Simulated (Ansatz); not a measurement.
CH8Si3 (SMILES [SiH3]C1[SiH2][SiH2]1)

| atom | x (Å) | y (Å) | z (Å) |
| --- | --- | --- | --- |
| C | -0.1974 | 1.7748 | -2.0746 |
| Si | -1.8599 | 1.4423 | -1.3008 |
| Si | 1.3296 | 0.8420 | -1.4049 |
| Si | 0.4226 | 0.6082 | -3.4548 |
| H | -2.9789 | 1.8873 | -2.1901 |
| H | -2.0011 | 2.1367 | 0.0178 |
| H | -2.0065 | -0.0298 | -1.0696 |
| H | -0.0394 | 2.8470 | -2.2668 |
| H | 2.5539 | 1.6633 | -1.2017 |
| H | 1.0704 | -0.1211 | -0.2999 |
| H | 1.0330 | 1.2712 | -4.6390 |
| H | -0.4811 | -0.5212 | -3.8067 |

Geometry: PBE0-D3(BJ)/def2-SVP.

Theory: isolated molecule in a Gaussian basis; Kohn-Sham density functional theory, functional PBE0 (Ansatz 0.2.0).

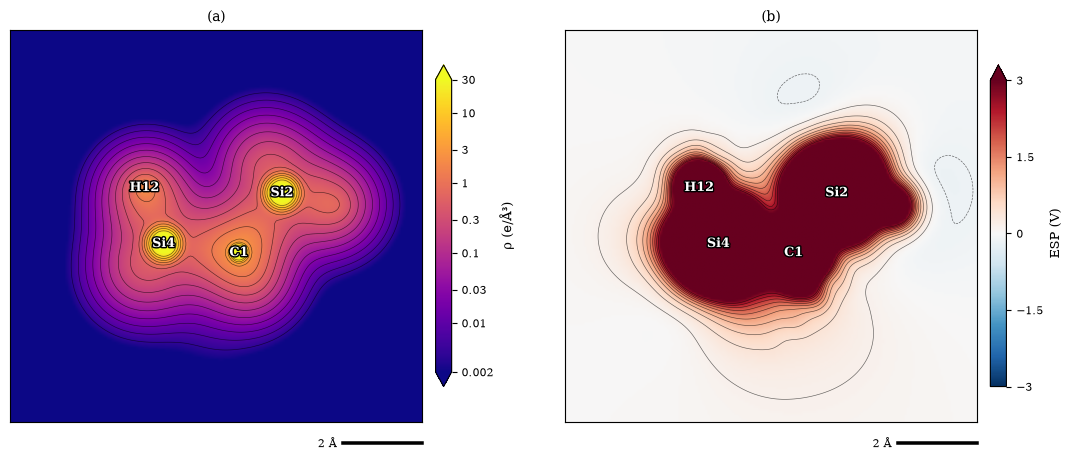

Figure 1. (a) total electron density; (b) molecular electrostatic potential on the plane of atoms Si2, C1 and Si4.

> Interpret the plot.

The section cuts through C, Si and H sites.
C–Si (1.86 Å): ρ is about 0.93 e/Å³ halfway.
C–Si (1.91 Å): the density is about 0.85 e/Å³ at the midpoint.
Si–H (1.49 Å): ρ at the midpoint is about 0.8 e/Å³.
The potential has no marked negative region in this plane.

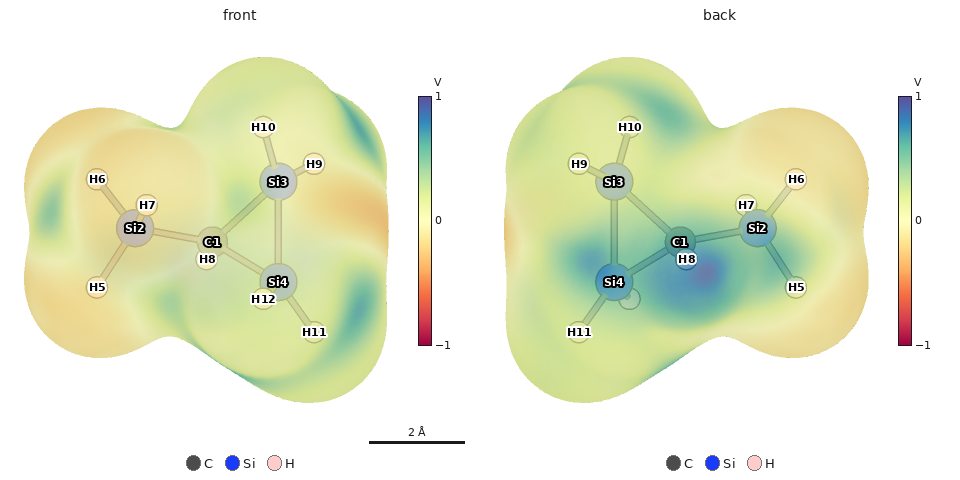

Figure 2. The electrostatic potential painted on the density surface at 0.001 e/bohr³, seen from the front and from behind; the colour scale runs from red (negative) to blue (positive).

> Describe the electrostatic potential map.

The most negative region (about −0.3 V) lies over H10, the most positive (about +0.8 V) over H8.

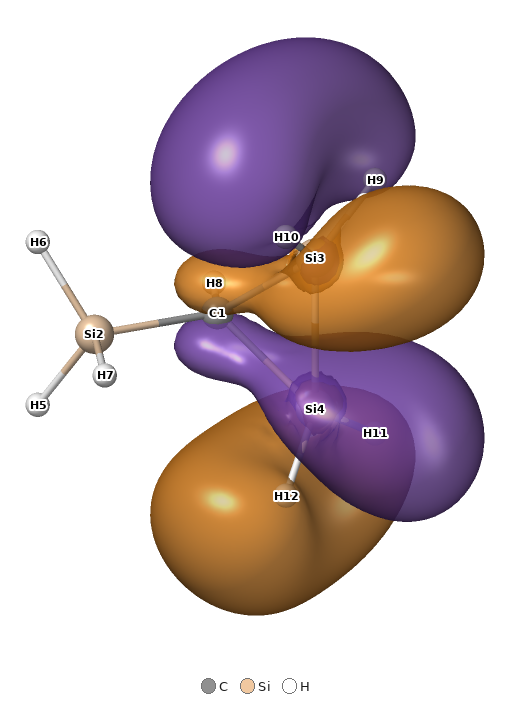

Figure 3. One frontier orbital at ±0.06 Å⁻³ᐟ² (orange and purple are the two phases), seen at an oblique angle.

> Which orbital is it: HOMO or LUMO?

The LUMO, at −0.46 eV. Its weight (Hirshfeld) is mainly on Si4 (about 35 %), Si3 (about 35 %), H11 (about 5 %) and H9 (about 5 %).
